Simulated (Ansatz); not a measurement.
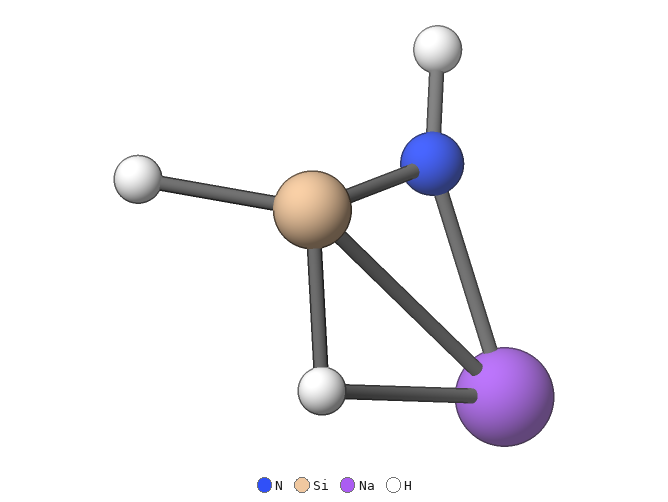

The picture shows a molecular structure as a ball-and-stick model.

The species is neutral and a spin doublet. Computed geometry: PBE0-D4/def2-TZVP optimisation. No frequency run is at hand to confirm it as a minimum.

> Count the atoms of each element.

H3NNaSi, 6 atoms: 3 hydrogen, 1 nitrogen, 1 sodium and 1 silicon.

> How many atoms are distinct by symmetry?

6: 1 N, 1 Si, 1 Na, 1 H, 1 H, 1 H.

> What is the point group of this geometry?

C1.

The parts below concern this one geometry. Atoms keep their numbers from picture to picture.

## Dipole moment

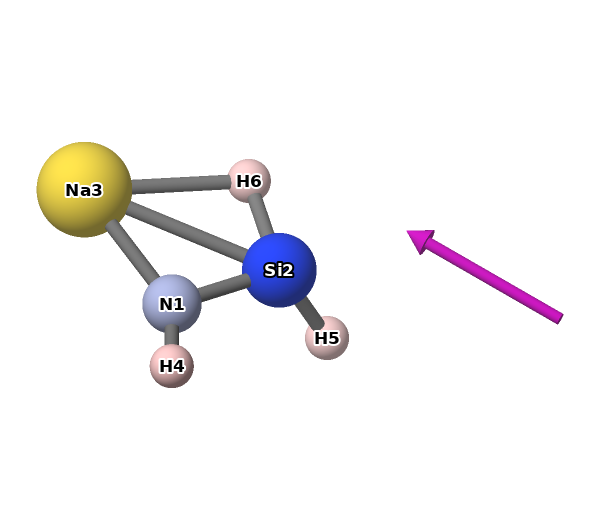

The arrow beside the molecule shows the direction of the dipole moment, from the negative to the positive end (its length means nothing). No frequency run is at hand to confirm it as a minimum. Properties computed with UKS PBE0-D4/def2-TZVP (Ansatz 0.2.0).

> How large is the dipole moment?

7.02 D; it points from the side of H5 to the side of Na3 (the outermost atoms at the two ends).

## Charges

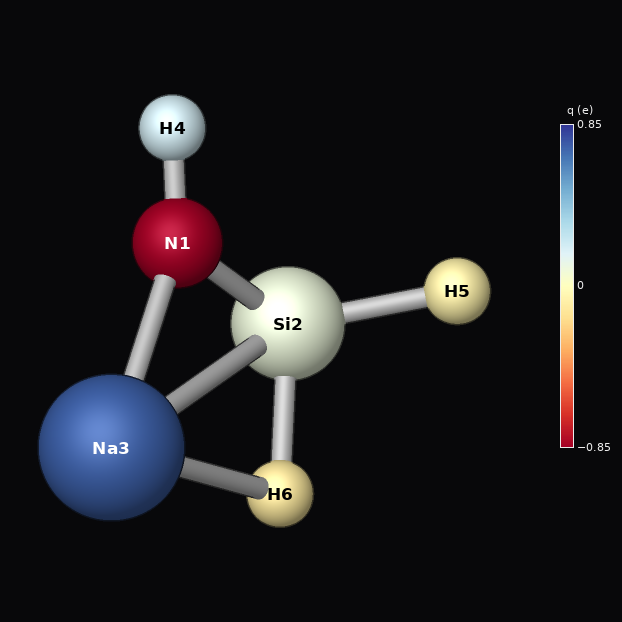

Atoms are coloured by their Mulliken charges. No frequency run is at hand to confirm it as a minimum. Properties computed with UKS PBE0-D4/def2-TZVP (Ansatz 0.2.0).

Give the Mulliken charges atom by atom.

```tsv
atom	value (e)
N1	−0.84
Si2	0.09
Na3	0.73
H4	0.20
H5	−0.07
H6	−0.11
```

## Electronic properties

No frequency run is at hand to confirm it as a minimum. Method: UKS PBE0-D4/def2-TZVPP (Ansatz 0.2.0).

What does the calculation give?

- HOMO energy (Kohn–Sham orbital): −3.94 eV
- ⟨S²⟩ of the determinant: 0.756

Mulliken values depend strongly on the basis set and can even reverse the polarity of a bond.
